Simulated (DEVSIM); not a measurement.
System: GaAs p-n junction from an implanted or diffused profile, at 300 K.

```
layer (left to right)  material  thickness (μm)  Nd (cm⁻³)  τn (s)  τp (s)
---------------------  --------  --------------  ---------  ------  ------
1                          GaAs            5.70       3e15    3e-9    3e-9
```

Added acceptor profile: 6.8e17 cm⁻³ × exp(−(x − 0.047 μm)²/(2·(0.11 μm)²)). Left contact: ohmic. Right contact: ohmic. Voltage is applied to the left contact. Recombination: SRH at mid-gap, radiative, Auger. Mobility is μmin + (μ − μmin)/(1 + (N/Nref)^α).

This is a model device: material constants are rounded textbook-type values typed into the input, and sizes, dopings and lifetimes were drawn at random. Values at 300 K.

```csv
parameter,GaAs
gap (eV),1.424
affinity (eV),4.07
permittivity,12.9
Nc (cm⁻³),4.7e17
Nv (cm⁻³),9e18
μn (cm²/Vs),8500
μp (cm²/Vs),400
"μn,min",500
"μp,min",20
"Nref,n",6e16
"Nref,p",1.5e17
αn,0.39
αp,0.38
B (cm³/s),2e-10
Cn (cm⁶/s),1e-30
Cp (cm⁶/s),1e-30
```

DEVSIM, 1D drift-diffusion, Boltzmann statistics, complete ionisation; no tunnelling, impact ionisation, image-force lowering or self-heating.

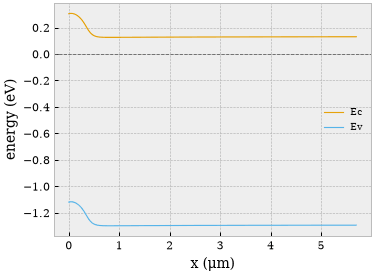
Figure: Band edges at 1.05 V on the left contact

Energies count from the Fermi level of the right contact; mesh points crowd at the junctions.

```csv
x (μm),Ec (eV),Ev (eV),n (cm⁻³),p (cm⁻³),field (V/cm)
0.000,0.305,-1.119,< 1e2,6.2e17,890
0.01685,0.306,-1.118,3.0e11,6.5e17,640
0.03997,0.307,-1.117,7.1e11,6.7e17,150
0.06785,0.307,-1.117,1.2e12,6.6e17,-450
0.1203,0.301,-1.123,2.6e12,5.4e17,-1600
0.1741,0.290,-1.134,5.3e12,3.4e17,-2800
0.2340,0.269,-1.155,1.3e13,1.6e17,-4100
0.3264,0.220,-1.204,9.1e13,2.3e16,-6400
0.3902,0.180,-1.244,4.3e14,4.9e15,-5700
0.4606,0.149,-1.275,1.4e15,1.5e15,-3100
0.5266,0.135,-1.289,2.5e15,8.3e14,-1300
0.6556,0.127,-1.297,3.3e15,5.7e14,-200
0.8730,0.126,-1.298,3.5e15,4.8e14,12
1.368,0.127,-1.297,3.4e15,3.6e14,17
2.850,0.129,-1.295,3.2e15,1.5e14,≈ 0
4.220,0.130,-1.294,3.1e15,5.7e13,≈ 0
4.904,0.130,-1.294,3.0e15,2.8e13,≈ 0
5.295,0.130,-1.294,3.0e15,1.4e13,≈ 0
5.533,0.131,-1.293,3.0e15,5.7e12,≈ 0
5.624,0.131,-1.293,3.0e15,2.6e12,≈ 0
5.670,0.131,-1.293,3.0e15,1.0e12,≈ 0
5.700,0.131,-1.293,3.0e15,< 1e2,≈ 0
```
